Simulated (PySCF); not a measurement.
Excited-state calculation, with input and output: C₄H₈F₂

C₄H₈F₂, computed with TDDFT PBE0/def2-SVPD, vertical, gas phase, core orbitals frozen in the response (PySCF 2.14.0).

The geometry comes from this level: GFN2-xTB.

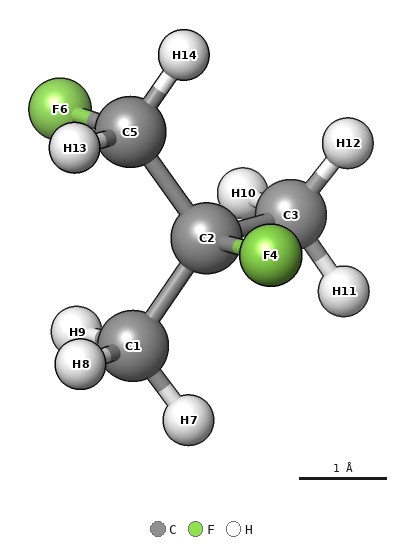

Fig. 1: The structure as given in the input (ball-and-stick view, seen at a tilt; atoms are numbered from 1 in the order of the input). Bond lengths as drawn: C–C 1.52 to 1.54 Å, C–F 1.37 to 1.40 Å and C–H 1.09 Å.

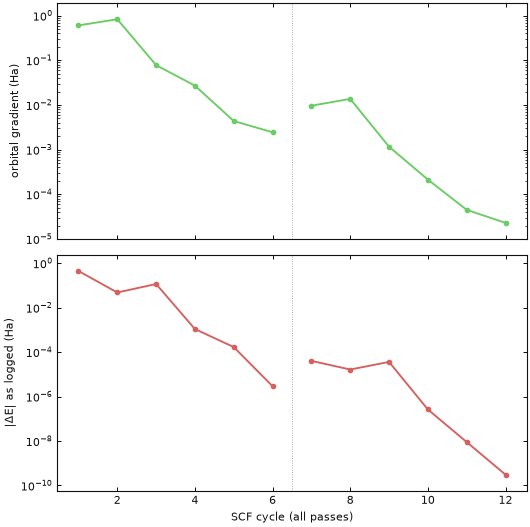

Fig. 2: Convergence of the self-consistent field: orbital gradient and size of the energy change against the SCF cycle. The dotted line marks the change from a coarse to the final integration grid. The first 6 cycles use a coarse grid, the final grid takes over at cycle 7, and the field converges after 12 cycles in all.

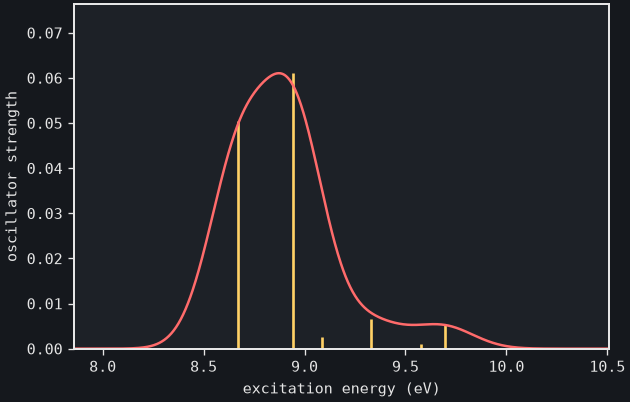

Fig. 3: Computed excitations as sticks (degenerate states added up, dark ones marked on the axis), with a Gaussian envelope of 0.35 eV full width at half maximum, scaled to the tallest. Of the 6 states the lowest lies at 8.67 eV (f = 0.050); the strongest line is at 8.94 eV, or 139 nm (f = 0.061).

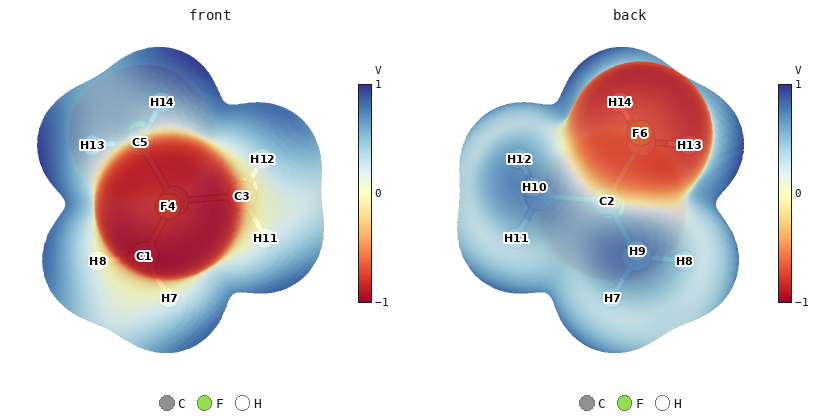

Fig. 4: The electrostatic potential painted on the density surface at 0.002 e/bohr³, seen face on and from behind; red is negative and blue positive. Its dipole moment is 0.55 D.

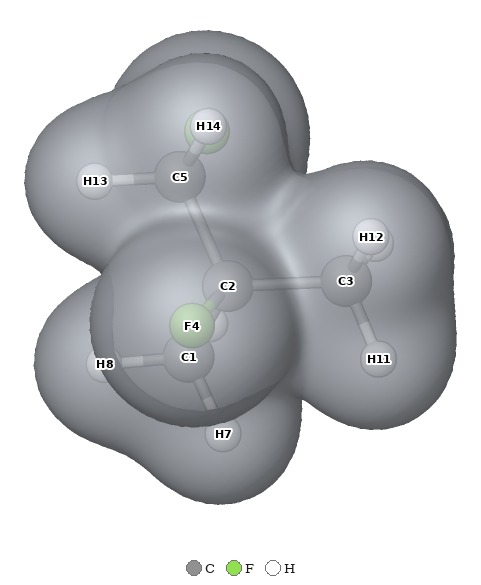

Fig. 5: Isosurface of the total electron density at 0.05 e/Å³ (grey), seen at a tilt. At this value the surface is in one piece. On the grid the lowest density along these lines, outside the cores, is 1.6 e/Å³ (C–F, 1.37 Å), 1.7 e/Å³ (C–C, 1.52 Å) and 1.9 e/Å³ (C–H, 1.09 Å).

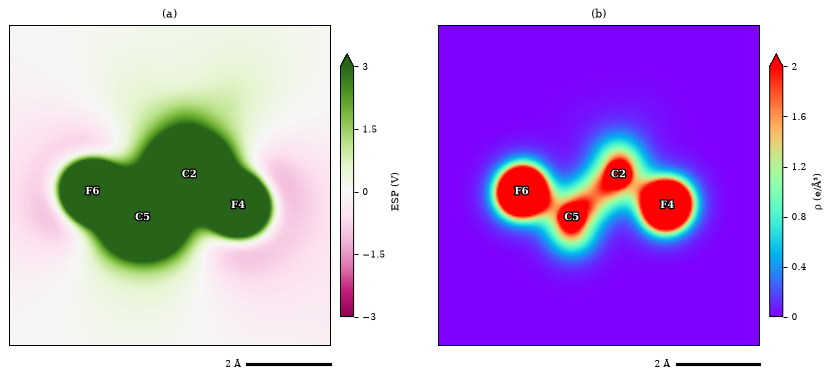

Fig. 6: (a) molecular electrostatic potential; (b) total electron density on the plane of atoms C2, C5 and F6. C–C (1.54 Å): ρ is about 1.7 e/Å³ halfway.

These pictures come from the run below.

Input file:
```
{"job": {"kind": "uv", "xc": "PBE0", "basis": "def2-SVPD", "nstates": 6, "ntriplets": 2}, "charge": 0, "multiplicity": 1}
C      1.379807    -0.457271     0.125833
C     -0.070974    -0.036506    -0.066715
C     -1.047598    -0.973092     0.631456
F     -0.352576    -0.057378    -1.433914
C     -0.288962     1.421160     0.364361
F      0.004305     1.571345     1.693138
H      1.514430    -1.488427    -0.189983
H      2.034076     0.176681    -0.468135
H      1.647523    -0.364148     1.174421
H     -0.912933    -0.901198     1.706944
H     -0.874515    -1.998425     0.314607
H     -2.070079    -0.699820     0.380131
H      0.370146     2.090413    -0.197256
H     -1.333328     1.716192     0.222971
```

The first line tells a small driver script what to run in PySCF; the rest is the geometry in Å.

Launch command:
```bash
OMP_NUM_THREADS=1 python <driver script> task.json out
```

Log:
```
coarse grid: 11480 points
cycle   1  E = -356.1861714566  dE =  4.437e-01  |g| = 6.035e-01  |ddm| = 4.885e+00
cycle   2  E = -356.1382096272  dE =  4.796e-02  |g| = 8.283e-01  |ddm| = 1.428e+00
cycle   3  E = -356.2535432470  dE = -1.153e-01  |g| = 7.785e-02  |ddm| = 7.395e-01
cycle   4  E = -356.2546299789  dE = -1.087e-03  |g| = 2.704e-02  |ddm| = 1.218e-01
cycle   5  E = -356.2547984102  dE = -1.684e-04  |g| = 4.379e-03  |ddm| = 4.212e-02
cycle   6  E = -356.2548013220  dE = -2.912e-06  |g| = 2.445e-03  |ddm| = 9.269e-03
final grid: 111016 points
cycle   7  E = -356.3060325149  dE = -4.029e-05  |g| = 9.628e-03  |ddm| = 9.945e-02
cycle   8  E = -356.3060160717  dE =  1.644e-05  |g| = 1.368e-02  |ddm| = 2.731e-02
cycle   9  E = -356.3060522034  dE = -3.613e-05  |g| = 1.164e-03  |ddm| = 1.506e-02
cycle  10  E = -356.3060524660  dE = -2.626e-07  |g| = 2.140e-04  |ddm| = 1.394e-03
cycle  11  E = -356.3060524750  dE = -8.980e-09  |g| = 4.494e-05  |ddm| = 4.148e-04
cycle  12  E = -356.3060524753  dE = -3.076e-10  |g| = 2.299e-05  |ddm| = 9.082e-05
converged SCF energy = -356.3060524753

Static polarisability (au): isotropic 51.755, principal 49.192 52.936 53.136

Singlet excitations
state   eV       nm        f      main configurations
  1   8.6716    143.0   0.05035   H->L 0.91
  2   8.9427    138.6   0.06105   H-1->L 0.93
  3   9.0850    136.5   0.00264   H->L+1 0.80
  4   9.3275    132.9   0.00662   H-1->L+1 0.77, H-2->L 0.10
  5   9.5753    129.5   0.00098   H-2->L 0.71, H-1->L+3 0.08, H-2->L+1 0.08
  6   9.6967    127.9   0.00551   H->L+3 0.65, H->L+2 0.23

Triplet excitations (Tamm-Dancoff, eV): 8.3644 8.6945
```

Key numbers:

- outcome: converged
- total energy: −356.306052 hartree
- HOMO: −9.17 eV
- LUMO: 0.69 eV
- dipole moment: 0.55 D
- mean polarisability: 51.75 a.u.
- lowest singlet excitation: 8.67 eV
- hardware: 1 CPU thread, shared host
- wall time: 46 s
- peak memory: 0.76 GiB
